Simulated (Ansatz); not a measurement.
# Converging the k-point mesh: YbZn (P4mm, 2 atoms in the cell)

```yaml
crystal:
  lattice:
    - [3.59371, 0.00000, 0.00000]
    - [0.00000, 3.59371, 0.00000]
    - [0.00000, 0.00000, 3.59371]
  atoms:
    - { symbol: Yb, position: [0.00000, 0.00000, 0.01391] }
    - { symbol: Zn, position: [0.50000, 0.50000, 0.50000] }
```

Method: PBEsol, default PAW files made with PBE (plane waves; Ansatz, an electronic-structure program).

Base settings: basis.ecutwfc = 420 eV; kpoints.mp_grid.grid = 9 9 9; hamiltonian.xc = pbesol; hamiltonian.pseudopotentials = {kind: paw} (the program's default PAW files); scf.occupations.method = fermi_dirac; scf.occupations.width = 0.1 eV.

The second cell is the first with its lattice scaled by 0.98.

Only quantities that move along the ladder and can be compared are tabulated.

The count of work is k-points × plane waves × bands × iterations; it is no time. Core times come from one kind of shared machine, to one figure; runs under 30 s give none.

The starting cell comes from a database of computed structures (which also holds hypothetical and non-ambient phases and stackings), without a prior relaxation at this level. Its lattice was rescaled by up to half a per cent. One atom was moved a little off its site on purpose. Spin polarisation is off. In the base run, with a pressure of about -3 GPa the cell is away from its equilibrium volume at this level. Ansatz's pressure includes its estimate of the finite-basis (Pulay) stress.

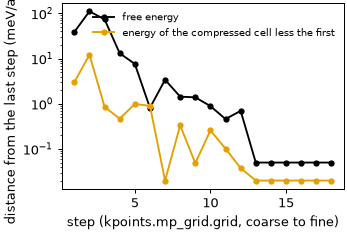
Fig. 1. Distance from the last step along the ladder; very small values are drawn at a floor.

```csv
kpoints.mp_grid.grid,free energy less the last step's (meV/atom),energy of the compressed cell less the first (meV/atom),pressure (GPa),largest difference of a force vector from the last step's (eV/Å),count of work / last,core time / last (rough)
2 2 2,-38.96,-18.44,-3.53,0.116,0.0031,–
3 3 3,111.32,-27.64,-4.26,0.000,0.0028,–
4 4 4,73.76,-14.58,-2.77,0.017,0.0083,–
5 5 5,-13.12,-14.97,-2.98,0.003,0.0072,–
6 6 6,-7.63,-16.43,-3.12,0.002,0.018,–
7 7 7,0.81,-14.54,-2.88,0.000,0.018,–
8 8 8,3.40,-15.42,-3.00,0.001,0.034,–
9 9 9,1.44,-15.77,-3.04,0.000,0.034,–
10 10 10,-1.39,-15.48,-3.00,0.001,0.058,–
11 11 11,-0.89,-15.18,-2.97,0.000,0.058,–
12 12 12,0.46,-15.54,-3.01,0.000,0.090,–
13 13 13,0.70,-15.47,-3.00,0.000,0.090,–
16 16 16,0.03,-15.44,-3.00,0.000,0.19,0.2
18 18 18,-0.02,-15.45,-3.00,0.000,0.25,0.3
20 20 20,-0.03,-15.43,-3.00,0.000,0.33,0.3
22 22 22,0.01,-15.44,-3.00,0.000,0.43,0.5
24 24 24,-0.01,-15.43,-3.00,0.000,0.54,0.6
27 27 27,0.00,-15.44,-3.00,0.000,0.68,0.7
30 30 30,0.00,-15.44,-3.00,0.000,1.0,1
```

Coarsest kpoints.mp_grid.grid that holds the forces within 0.02 eV/Å of the last step, with all finer ones: 3 3 3, at 0.0028 of the last step's count of work; the step before is off by 0.12 eV/Å.

Coarsest kpoints.mp_grid.grid that holds the free energy within 2 meV/atom of the last step, with all finer ones: 9 9 9, at 0.034 of the last step's count of work; the step before is off by 3.4 meV/atom.

Coarsest kpoints.mp_grid.grid that holds the energy of the compressed cell less the first within 0.2 meV/atom of the last step, with all finer ones: 12 12 12, at 0.090 of the last step's count of work; the step before is off by 0.26 meV/atom.

The energy difference between the two cells stays within 1 meV/atom of the last step's from 4 4 4 on, the total only from 11 11 11 on: much of the error is common to both cells and cancels.

Keys are those of Ansatz 0.2.
